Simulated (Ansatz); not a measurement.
BH2ClF2: several calculations on one system

## 1. Relaxation

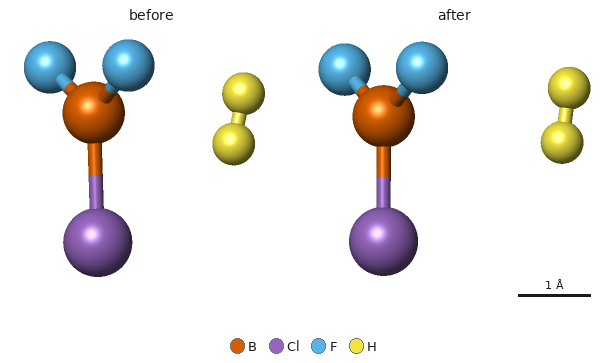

The structure of BH2ClF2 before (left) and after (right) a relaxation, at one scale.

The picture is a ball-and-stick view, seen at a tilt.

The run prepares an end point of a later path (reaction) calculation, from a guessed geometry.

These are results of RKS PBE-D4/def2-SVP (Ansatz 0.2.0), not measurements. Settings: no spin polarisation; force threshold 0.03 eV/Å; at most 50 steps.

Summarise the run.

The atom that moves furthest after the best rigid fit is an H atom (0.41 Å). By element the largest moves are H 0.41 Å, Cl 0.28 Å, B 0.21 Å, F 0.15 Å. Near-neighbour distances that change, for instance: B–Cl 1.822 → 1.755 Å, H–H 0.722 → 0.769 Å, B–F 1.318 → 1.323 Å. After 6 accepted moves (8 points after the start) the energy has fallen by 15.2 kJ/mol. The largest force component goes from 1.6 to 0.023 eV/Å. The line search rejected the trial steps at points 2, 3 of the run.

Limits of the set-up: the start holds two separate molecules, 2.3 Å apart at their closest, whose relative position is a soft coordinate.

## 2. Relaxation

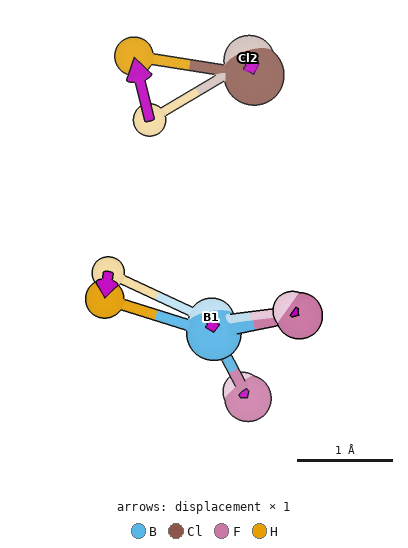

A relaxation of BH$_{2}$ClF$_{2}$. The starting structure is drawn faded, the final one solid; purple arrows show the displacements, at their true length. The two geometries are superimposed by the best rigid fit.

A ball-and-stick model, seen from a free direction.

The run prepares an end point of a later path (reaction) calculation, from a guessed geometry.

Method: RKS PBE-D4/def2-SVP in Ansatz 0.2.0.

The input:
```yaml
crystal:
  periodic: [false, false, false]
  atoms:
    - { symbol: B, position_ang: [0.020615, -0.421749, -0.403055] }
    - { symbol: Cl, position_ang: [0.004809, 0.004143, 2.628225] }
    - { symbol: F, position_ang: [1.14638, 0.201245, -0.708792] }
    - { symbol: F, position_ang: [-1.134139, 0.165031, -0.671716] }
    - { symbol: H, position_ang: [0.050124, -1.539119, 0.038208] }
    - { symbol: H, position_ang: [0.030011, -1.080151, 1.84343] }
basis:
  gaussian: { orbitals: def2-SVP }
hamiltonian:
  xc: pbe
  dispersion: d4
relax:
  f_tol: 0.03
  max_steps: 50
```

Command:
```bash
ansatz run input.yaml --threads 1 --pin off --max-ram 2048MiB --backend cpu --events-out ev --progress --plain --runs-dir out
```

Q: Which element moves most?

A: Hydrogen: up to 0.74 Å, against 0.17 Å for chlorine.

Q: What did the optimiser do to the structure, and how much energy did it gain?

A: The largest move after the best rigid fit is that of H6, 0.74 Å. By element the largest moves are H 0.74 Å, Cl 0.17 Å, B 0.14 Å, F 0.09 Å. Some distances before and after: Cl2–H6 1.339 → 1.297 Å, B1–H5 1.202 → 1.213 Å. The energy falls by 0.078 eV in 9 accepted moves (11 points after the start). Largest force component: 0.79 eV/Å at the start, 0.026 eV/Å at the end. The line search rejected the trial steps at points 2, 7 of the run. The run took 23 s on 1 thread of Arm Neoverse V1, with other jobs on the host, peak memory 0.13 GiB.

## 3. Path

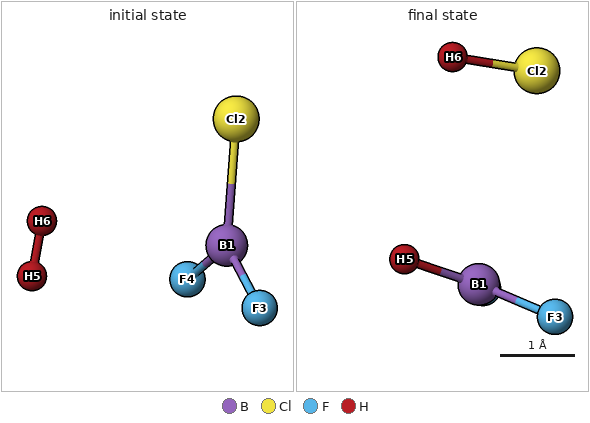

The two relaxed end points of a path for BH2ClF2, made up at the start of BClF2 and H₂. The picture is a ball-and-stick view, seen at a tilt.

The calculation used Ansatz 0.2.0, RKS PBE-D4/def2-SVP.

Settings: 7 movable images; climbing image; force threshold 0.05 eV/Å; iteration limit 60.

Start:
```xyz
6

B    -0.0123    0.4705    0.1520
Cl   -0.0262    0.9197    1.8488
F     1.1331    0.3367   -0.4966
F    -1.1478    0.2737   -0.4983
H     0.1003   -2.4812    0.5049
H     0.0706   -2.1900    1.2155
```

End:
```xyz
6

B     0.0218   -0.3270   -0.5325
Cl    0.0077   -0.0942    2.4909
F     1.1327    0.3782   -0.6966
F    -1.1417    0.2880   -0.6958
H     0.0689   -1.5241   -0.3416
H     0.0283   -1.3915    2.5020
```

Q: Predict the minimum-energy path and its barrier.

A: The highest point, image 4, lies 31.3 kcal/mol above the start and 16.8 kcal/mol above the end; the end is at +14.5 kcal/mol relative to the start. Breaking: B1–Cl2 (1.76 → 2.12 at the top → 3.03 Å), H5–H6 (0.77 → 1.08 at the top → 2.85 Å). Forming: B1–H5 (2.97 → 1.34 at the top → 1.21 Å), Cl2–H6 (3.17 → 1.56 at the top → 1.30 Å). The band converged in 42 iterations, with a climbing image at the top.

Energies of the converged images:

```tsv
image	path (Å)	E (kcal/mol)
0	0.00	0.0
1	0.48	0.7
2	0.97	4.3
3	1.45	16.3
4	1.93	31.3
5	2.38	21.9
6	2.82	16.3
7	3.26	15.0
8	3.71	14.5
```

The geometry at the top of the path:

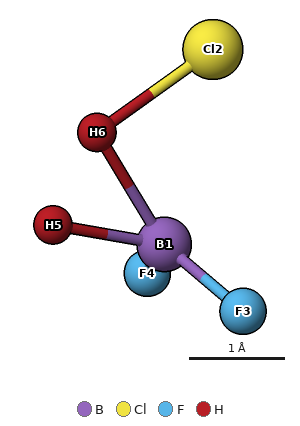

Limits of the set-up: the start holds two separate molecules, 2.9 Å apart at their closest, whose relative position is a soft coordinate.
